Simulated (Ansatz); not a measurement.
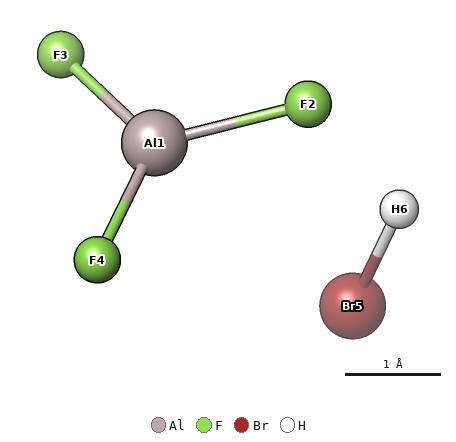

Figure 1. The structure as given in the input (ball-and-stick view, seen at a tilt; atoms are numbered from 1 in the order of the input). Sticks mark near contacts. Bond lengths as drawn: Al–F 1.65 to 1.67 Å and Br–H 1.50 Å.

**AlHBrF3: geometry relaxation**

AlHBrF3, computed with RKS B3LYP/def2-SVP (Ansatz 0.2.0).

It belongs to a series of runs on one base structure; here: end point A relaxed. Figures and captions count atoms from 1; the log counts them from 0 in places.

Input file:
```yaml
crystal:
  periodic: [false, false, false]
  atoms:
    - { symbol: Al, position_ang: [-0.001727, 0.24323, -0.080794] }
    - { symbol: F, position_ang: [0.00163, 0.244929, 1.594049] }
    - { symbol: F, position_ang: [1.425745, 0.367345, -0.889441] }
    - { symbol: F, position_ang: [-1.440072, 0.266468, -0.880091] }
    - { symbol: Br, position_ang: [0.079825, -3.075436, 1.320875] }
    - { symbol: H, position_ang: [0.1003, -1.803937, 2.124302] }
basis:
  gaussian: { orbitals: def2-SVP }
hamiltonian:
  xc: b3lyp
relax:
  f_tol: 0.03
  max_steps: 50
```

Hardware: 2 threads of Intel Xeon @ 2.50GHz (Skylake/Cascade Lake), 32 GiB of memory available, shared host.

Launch command:
```bash
ansatz run input.yaml --threads 2 --pin off --max-ram 3072MiB --backend cpu --events-out ev --progress --plain --runs-dir out
```

Log:
```
The last accepted step is kept in [file] (removed where the run ends without a failure and the disk answers)
Engine: ansatz 0.2.0, x86_64-unknown-linux-gnu
Functional definition: B3LYP
  parameter a0 = 0.2
  parameter ax = 0.72
  parameter ac = 0.81
  exchange = (1 - a0 - ax)*slater_x + ax*b88_x + a0*exact_x
  correlation = (1 - ac)*vwn_rpa_c + ac*lyp_c
959 factors; integrals over basis functions are off by at most 4.1e-4 eV
mean field evaluation 1: about -84794.9972 eV, gradient 5.9e1 eV
mean field evaluation 2: about -84784.9131 eV, gradient 1.0e2 eV
mean field evaluation 4: about -84800.4000 eV, gradient 1.1e0 eV
mean field evaluation 8: about -84800.4173 eV, gradient 2.8e-2 eV
mean field -84800.41733913 eV, -3116.3578574256 hartree, gradient 2.1e-5 eV, S^2 0.000000; 0 other end points of the search recorded, 0 dependent functions left out
the calculation of the forces begins
reference -84800.41759886 eV, -3116.3578669707 hartree; 38, 38 occupied and 59, 59 virtual orbitals, 959 factors
relax step   1: F+E_penalty+E_count = -84800.41733913 eV  Δ(F+E_penalty+E_count) = +0.000e0 eV  max|allowed force component| = 1.371e0 eV/Å  Δτ_max = 0.0000 Å  (24 SCF iters, accepted)
these checks for a lower state are left out or cut short: starts, cluster_reference, orbital_swaps, neighbouring_geometries, increment
959 factors; integrals over basis functions are off by at most 4.8e-4 eV
mean field evaluation 16: about -84800.4560 eV, gradient 3.2e-1 eV
mean field -84800.46997207 eV, -3116.3597916505 hartree, gradient 6.4e-6 eV, S^2 0.000000; 0 other end points of the search recorded, 0 dependent functions left out
the calculation of the forces begins
reference -84800.47022771 eV, -3116.3598010452 hartree; 38, 38 occupied and 59, 59 virtual orbitals, 959 factors
relax step   2: F+E_penalty+E_count = -84800.46997207 eV  Δ(F+E_penalty+E_count) = -5.263e-2 eV  max|allowed force component| = 6.701e-1 eV/Å  Δτ_max = 0.1950 Å  (28 SCF iters, accepted)
these checks for a lower state are left out or cut short: starts, cluster_reference, orbital_swaps, neighbouring_geometries, increment
959 factors; integrals over basis functions are off by at most 5.7e-4 eV
mean field -84800.58108709 eV, -3116.3638750524 hartree, gradient 2.4e-5 eV, S^2 0.000000; 0 other end points of the search recorded, 0 dependent functions left out
the calculation of the forces begins
reference -84800.58133938 eV, -3116.3638843238 hartree; 38, 38 occupied and 59, 59 virtual orbitals, 959 factors
relax step   3: F+E_penalty+E_count = -84800.58108709 eV  Δ(F+E_penalty+E_count) = -1.111e-1 eV  max|allowed force component| = 3.858e-1 eV/Å  Δτ_max = 0.1991 Å  (28 SCF iters, accepted)
these checks for a lower state are left out or cut short: starts, cluster_reference, orbital_swaps, neighbouring_geometries, increment
959 factors; integrals over basis functions are off by at most 5.6e-4 eV
mean field evaluation 32: about -84800.6587 eV, gradient 3.4e-4 eV
mean field -84800.65868707 eV, -3116.3667267987 hartree, gradient 1.7e-5 eV, S^2 0.000000; 0 other end points of the search recorded, 0 dependent functions left out
the calculation of the forces begins
reference -84800.65893446 eV, -3116.3667358903 hartree; 38, 38 occupied and 59, 59 virtual orbitals, 959 factors
relax step   4: F+E_penalty+E_count = -84800.65868707 eV  Δ(F+E_penalty+E_count) = -7.760e-2 eV  max|allowed force component| = 3.184e-1 eV/Å  Δτ_max = 0.1957 Å  (28 SCF iters, accepted)
these checks for a lower state are left out or cut short: starts, cluster_reference, orbital_swaps, neighbouring_geometries, increment
959 factors; integrals over basis functions are off by at most 4.9e-4 eV
mean field -84800.65099612 eV, -3116.3664441616 hartree, gradient 2.1e-5 eV, S^2 0.000000; 0 other end points of the search recorded, 0 dependent functions left out
the calculation of the forces begins
reference -84800.65124003 eV, -3116.3664531253 hartree; 38, 38 occupied and 59, 59 virtual orbitals, 959 factors
relax step   5: F+E_penalty+E_count = -84800.65099612 eV  Δ(F+E_penalty+E_count) = +7.691e-3 eV  max|allowed force component| = 4.063e-1 eV/Å  Δτ_max = 0.1948 Å  (28 SCF iters, rejected (line search))
these checks for a lower state are left out or cut short: starts, cluster_reference, orbital_swaps, neighbouring_geometries, increment
959 factors; integrals over basis functions are off by at most 4.6e-4 eV
mean field -84800.67861810 eV, -3116.3674592508 hartree, gradient 7.9e-6 eV, S^2 0.000000; 0 other end points of the search recorded, 0 dependent functions left out
the calculation of the forces begins
reference -84800.67886423 eV, -3116.3674682958 hartree; 38, 38 occupied and 59, 59 virtual orbitals, 959 factors
relax step   6: F+E_penalty+E_count = -84800.67861810 eV  Δ(F+E_penalty+E_count) = -1.993e-2 eV  max|allowed force component| = 3.546e-1 eV/Å  Δτ_max = 0.0780 Å  (28 SCF iters, accepted)
these checks for a lower state are left out or cut short: starts, cluster_reference, orbital_swaps, neighbouring_geometries, increment
959 factors; integrals over basis functions are off by at most 3.9e-4 eV
mean field -84800.68671633 eV, -3116.3677568552 hartree, gradient 8.9e-6 eV, S^2 0.000000; 0 other end points of the search recorded, 0 dependent functions left out
the calculation of the forces begins
reference -84800.68696233 eV, -3116.3677658955 hartree; 38, 38 occupied and 59, 59 virtual orbitals, 959 factors
relax step   7: F+E_penalty+E_count = -84800.68671633 eV  Δ(F+E_penalty+E_count) = -8.098e-3 eV  max|allowed force component| = 2.147e-1 eV/Å  Δτ_max = 0.0361 Å  (26 SCF iters, accepted)
these checks for a lower state are left out or cut short: starts, cluster_reference, orbital_swaps, neighbouring_geometries, increment
959 factors; integrals over basis functions are off by at most 3.9e-4 eV
mean field -84800.69072570 eV, -3116.3679041969 hartree, gradient 8.5e-6 eV, S^2 0.000000; 0 other end points of the search recorded, 0 dependent functions left out
the calculation of the forces begins
reference -84800.69097201 eV, -3116.3679132484 hartree; 38, 38 occupied and 59, 59 virtual orbitals, 959 factors
relax step   8: F+E_penalty+E_count = -84800.69072570 eV  Δ(F+E_penalty+E_count) = -4.009e-3 eV  max|allowed force component| = 6.841e-2 eV/Å  Δτ_max = 0.0362 Å  (27 SCF iters, accepted)
these checks for a lower state are left out or cut short: starts, cluster_reference, orbital_swaps, neighbouring_geometries, increment
959 factors; integrals over basis functions are off by at most 4.0e-4 eV
mean field evaluation 64: about -84800.6016 eV, gradient 4.9e0 eV
mean field -84800.69502720 eV, -3116.3680622739 hartree, gradient 1.5e-5 eV, S^2 0.000000; 0 other end points of the search recorded, 0 dependent functions left out
the calculation of the forces begins
reference -84800.69527437 eV, -3116.3680713573 hartree; 38, 38 occupied and 59, 59 virtual orbitals, 959 factors
relax step   9: F+E_penalty+E_count = -84800.69502720 eV  Δ(F+E_penalty+E_count) = -4.301e-3 eV  max|allowed force component| = 1.812e-1 eV/Å  Δτ_max = 0.1430 Å  (27 SCF iters, accepted)
these checks for a lower state are left out or cut short: starts, cluster_reference, orbital_swaps, neighbouring_geometries, increment
959 factors; integrals over basis functions are off by at most 4.0e-4 eV
mean field -84800.69552617 eV, -3116.3680806109 hartree, gradient 8.2e-6 eV, S^2 0.000000; 0 other end points of the search recorded, 0 dependent functions left out
the calculation of the forces begins
reference -84800.69577385 eV, -3116.3680897129 hartree; 38, 38 occupied and 59, 59 virtual orbitals, 959 factors
relax step  10: F+E_penalty+E_count = -84800.69552617 eV  Δ(F+E_penalty+E_count) = -4.990e-4 eV  max|allowed force component| = 8.966e-2 eV/Å  Δτ_max = 0.0286 Å  (28 SCF iters, accepted)
these checks for a lower state are left out or cut short: starts, cluster_reference, orbital_swaps, neighbouring_geometries, increment
959 factors; integrals over basis functions are off by at most 4.0e-4 eV
mean field -84800.69633160 eV, -3116.3681102099 hartree, gradient 8.5e-6 eV, S^2 0.000000; 0 other end points of the search recorded, 0 dependent functions left out
the calculation of the forces begins
reference -84800.69657907 eV, -3116.3681193042 hartree; 38, 38 occupied and 59, 59 virtual orbitals, 959 factors
relax step  11: F+E_penalty+E_count = -84800.69633160 eV  Δ(F+E_penalty+E_count) = -8.054e-4 eV  max|allowed force component| = 6.051e-2 eV/Å  Δτ_max = 0.0315 Å  (27 SCF iters, accepted)
these checks for a lower state are left out or cut short: starts, cluster_reference, orbital_swaps, neighbouring_geometries, increment
959 factors; integrals over basis functions are off by at most 4.0e-4 eV
mean field -84800.69687403 eV, -3116.3681301439 hartree, gradient 8.6e-6 eV, S^2 0.000000; 0 other end points of the search recorded, 0 dependent functions left out
the calculation of the forces begins
reference -84800.69712151 eV, -3116.3681392385 hartree; 38, 38 occupied and 59, 59 virtual orbitals, 959 factors
relax step  12: F+E_penalty+E_count = -84800.69687403 eV  Δ(F+E_penalty+E_count) = -5.424e-4 eV  max|allowed force component| = 3.982e-3 eV/Å  Δτ_max = 0.0127 Å  (29 SCF iters, accepted)
959 factors; integrals over basis functions are off by at most 4.0e-4 eV
mean field evaluation 96: about -84800.6742 eV, gradient 1.9e0 eV
```

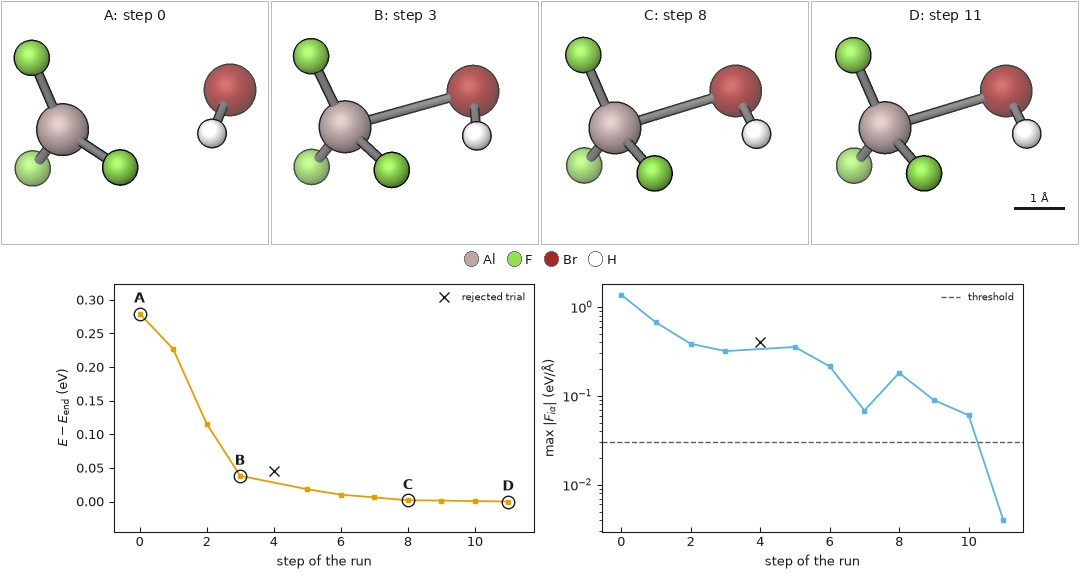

Figure 2. Frames of the relaxation (ball-and-stick view, seen at a tilt) above the curves, on which the letters mark them (the first geometry is step 0 here and step 1 in the log).

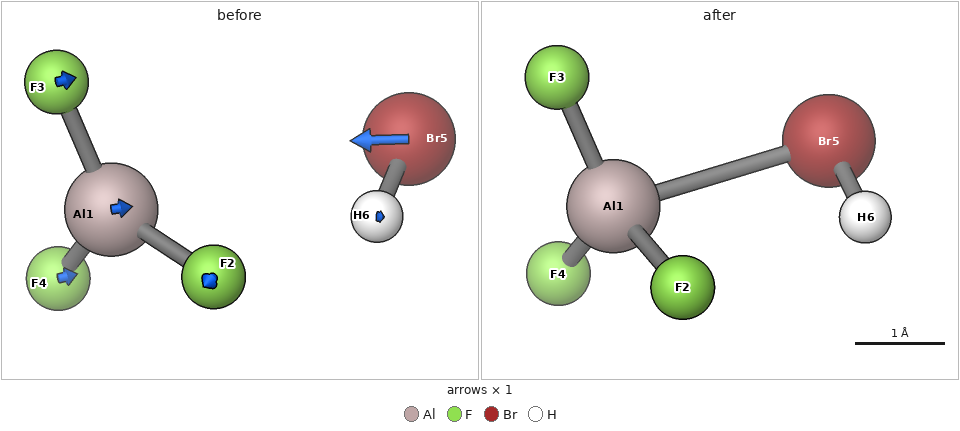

Figure 3. Before (left) and after (right) the relaxation, at one scale (ball-and-stick view, seen at a tilt). The blue arrows give the displacements, at true length. Br5 moves most after the best rigid fit: 0.68 Å. Largest moves by element: Br 0.68 Å, Al 0.26 Å, F 0.25 Å, H 0.10 Å. Among the contacts that change: Al1–Br5 3.603 → 2.698 Å, Br5–H6 1.504 → 1.437 Å, Al1–F3 1.645 → 1.655 Å, Al1–F2 1.675 → 1.667 Å. New bonds form: Al1–Br5 (3.60 → 2.70 Å). Among the angles that change: F3–Al1–F4 121.2° → 118.9°. Over 11 geometry steps the energy falls by 0.280 eV. Largest force component: 1.4 eV/Å at the start, 0.004 eV/Å at the end. The line search rejected the trial step at point 4 (counted from 0) and went back. (Atoms are counted from 1 in the order of the input.)

```
mean field -84800.69687403 eV, -3116.3681301439 hartree, gradient 8.6e-6 eV, S^2 0.000000; 1 other end points of the search recorded, 0 dependent functions left out
the calculation of the forces begins
reference -84800.69712151 eV, -3116.3681392385 hartree; 38, 38 occupied and 59, 59 virtual orbitals, 959 factors
Total energy: -84800.69712151 eV, -3116.3681392385 hartree
Atom 0 at     0.005088     0.021500     0.048884 Å, force    -0.000759    -0.003982     0.001557 eV/Å
Atom 1 at     0.002229     0.468063     1.654474 Å, force     0.000580     0.002307     0.000232 eV/Å
Atom 2 at     1.422133     0.133952    -0.798756 Å, force    -0.000456    -0.000639     0.000663 eV/Å
Atom 3 at    -1.427374     0.049501    -0.779647 Å, force     0.000941    -0.001135     0.000322 eV/Å
Atom 4 at     0.087303    -2.540642     0.891691 Å, force    -0.000280     0.003920    -0.003072 eV/Å
Atom 5 at     0.076321    -1.889774     2.172255 Å, force    -0.000026    -0.000471     0.000298 eV/Å
Dipole moment:     0.021177    -0.612357     0.407502 e Å
```

Trajectory as extended XYZ (Å, eV, eV/Å), 12 frames, from step=1 to step=12:
```
6
Properties=species:S:1:pos:R:3:forces:R:3 step=1 energy=-84800.41734
Al   -0.0017    0.2432   -0.0808   -0.0238  -0.1884   0.4719
F     0.0016    0.2449    1.5940    0.0163  -0.0120  -0.4208
F     1.4257    0.3673   -0.8894   -0.0004  -0.0006   0.0120
F    -1.4401    0.2665   -0.8801    0.0155   0.0050   0.0115
Br    0.0798   -3.0754    1.3209    0.0252   1.3709   0.6657
H     0.1003   -1.8039    2.1243   -0.0329  -1.1749  -0.7403
6
Properties=species:S:1:pos:R:3:forces:R:3 step=2 energy=-84800.46997
Al    0.0044    0.0499   -0.0563   -0.0601   0.6701   0.2403
F     0.0031    0.2409    1.6119    0.0237  -0.2798  -0.3044
F     1.4202    0.3649   -0.8564   -0.1668  -0.3578   0.0959
F    -1.4358    0.2680   -0.8464    0.2116  -0.3414   0.0992
Br    0.0803   -2.9308    1.2539    0.0045   0.3746  -0.1779
H     0.0935   -1.7503    2.0822   -0.0129  -0.0657   0.0469
6
Properties=species:S:1:pos:R:3:forces:R:3 step=3 energy=-84800.58109
Al    0.0034    0.0521   -0.0243   -0.0145   0.0454   0.0557
F     0.0052    0.2250    1.6398    0.0067   0.0904  -0.0756
F     1.4262    0.2826   -0.8393   -0.1633  -0.1566   0.1000
F    -1.4383    0.1913   -0.8267    0.1756  -0.1407   0.0955
Br    0.0826   -2.7819    1.1217    0.0037   0.3858  -0.0161
H     0.0865   -1.7266    2.1178   -0.0083  -0.2243  -0.1594
6
Properties=species:S:1:pos:R:3:forces:R:3 step=4 energy=-84800.65869
Al    0.0046   -0.0006    0.0268    0.0047  -0.0853  -0.0953
F     0.0050    0.2781    1.6787    0.0008   0.1420  -0.0127
F     1.4277    0.1940   -0.8025   -0.1682  -0.0691   0.1141
F    -1.4354    0.1069   -0.7885    0.1643  -0.0547   0.1061
Br    0.0833   -2.6423    0.9846    0.0017   0.3184   0.1023
H     0.0806   -1.6936    2.0898   -0.0034  -0.2513  -0.2145
6
Properties=species:S:1:pos:R:3:forces:R:3 step=5 energy=-84800.65100 accepted=F
Al    0.0062   -0.0691    0.0840   -0.0005   0.4063  -0.1320
F     0.0038    0.3555    1.7175   -0.0001  -0.0289  -0.2279
F     1.4269    0.1027   -0.7580   -0.1036   0.0283   0.0821
F    -1.4301    0.0202   -0.7432    0.0910   0.0338   0.0768
Br    0.0837   -2.5028    0.8485    0.0116  -0.2320   0.3409
H     0.0751   -1.6638    2.0399    0.0016  -0.2075  -0.1399
6
Properties=species:S:1:pos:R:3:forces:R:3 step=6 energy=-84800.67862
Al    0.0056   -0.0170    0.0431    0.0412  -0.0752   0.3546
F     0.0104    0.3362    1.6794   -0.0125   0.0677   0.0347
F     1.4204    0.1486   -0.7763    0.2770   0.0202  -0.1911
F    -1.4288    0.0678   -0.7529   -0.3027  -0.0009  -0.1907
Br    0.0994   -2.5908    0.9283   -0.0136   0.0839   0.0016
H     0.0587   -1.7022    2.0673    0.0107  -0.0957  -0.0090
6
Properties=species:S:1:pos:R:3:forces:R:3 step=7 energy=-84800.68672
Al    0.0078   -0.0196    0.0491    0.0146   0.0123   0.2147
F     0.0104    0.3605    1.6817   -0.0064   0.0372  -0.0611
F     1.4266    0.1435   -0.7782    0.0924   0.0078  -0.0836
F    -1.4320    0.0504   -0.7539   -0.1049   0.0065  -0.0864
Br    0.0898   -2.5648    0.9052   -0.0024   0.0557   0.0900
H     0.0630   -1.7274    2.0850    0.0067  -0.1195  -0.0736
6
Properties=species:S:1:pos:R:3:forces:R:3 step=8 energy=-84800.69073
Al    0.0074   -0.0154    0.0512    0.0019   0.0408   0.0550
F     0.0078    0.3783    1.6771   -0.0024   0.0324  -0.0152
F     1.4248    0.1439   -0.7851    0.0262  -0.0099  -0.0255
F    -1.4303    0.0537   -0.7623   -0.0290  -0.0088  -0.0275
Br    0.0890   -2.5595    0.9044   -0.0002   0.0139   0.0319
H     0.0671   -1.7583    2.1036    0.0035  -0.0684  -0.0187
6
Properties=species:S:1:pos:R:3:forces:R:3 step=9 energy=-84800.69503
Al    0.0056    0.0266    0.0520   -0.0086  -0.0669  -0.0971
F     0.0017    0.4595    1.6618    0.0034   0.0375  -0.0222
F     1.4227    0.1283   -0.8022   -0.0713   0.0269   0.0596
F    -1.4275    0.0438   -0.7816    0.0755   0.0299   0.0565
Br    0.0874   -2.5333    0.8845   -0.0003   0.0626   0.1812
H     0.0758   -1.8823    2.1743    0.0013  -0.0901  -0.1780
6
Properties=species:S:1:pos:R:3:forces:R:3 step=10 energy=-84800.69553
Al    0.0063    0.0147    0.0537   -0.0118   0.0897  -0.0140
F     0.0015    0.4869    1.6539    0.0063  -0.0760  -0.0516
F     1.4208    0.1366   -0.7991   -0.0175  -0.0313   0.0292
F    -1.4253    0.0490   -0.7785    0.0226  -0.0285   0.0253
Br    0.0857   -2.5505    0.8893    0.0002   0.0786   0.0503
H     0.0767   -1.8940    2.1697    0.0001  -0.0325  -0.0391
6
Properties=species:S:1:pos:R:3:forces:R:3 step=11 energy=-84800.69633
Al    0.0050    0.0148    0.0454   -0.0041   0.0473   0.0605
F     0.0014    0.4554    1.6544    0.0020   0.0065  -0.0313
F     1.4212    0.1385   -0.8017    0.0093  -0.0134  -0.0051
F    -1.4270    0.0572   -0.7831   -0.0065  -0.0168  -0.0056
Br    0.0880   -2.5346    0.8960    0.0002  -0.0441  -0.0330
H     0.0772   -1.8886    2.1779   -0.0008   0.0205   0.0145
6
Properties=species:S:1:pos:R:3:forces:R:3 step=12 energy=-84800.69687
Al    0.0051    0.0215    0.0489   -0.0008  -0.0040   0.0016
F     0.0022    0.4681    1.6545    0.0006   0.0023   0.0002
F     1.4221    0.1340   -0.7988   -0.0005  -0.0006   0.0007
F    -1.4274    0.0495   -0.7796    0.0009  -0.0011   0.0003
Br    0.0873   -2.5406    0.8917   -0.0003   0.0039  -0.0031
H     0.0763   -1.8898    2.1723    0.0000  -0.0005   0.0003
```

Summary:

```tsv
quantity	value
outcome	converged
total energy	−84800.6971 eV
mean-field energy	−84800.6971 eV
largest force (length of the vector) at the end	0.005 eV/Å
wall time	55 s (CPU time 1.7 min)
peak memory	0.23 GiB
```
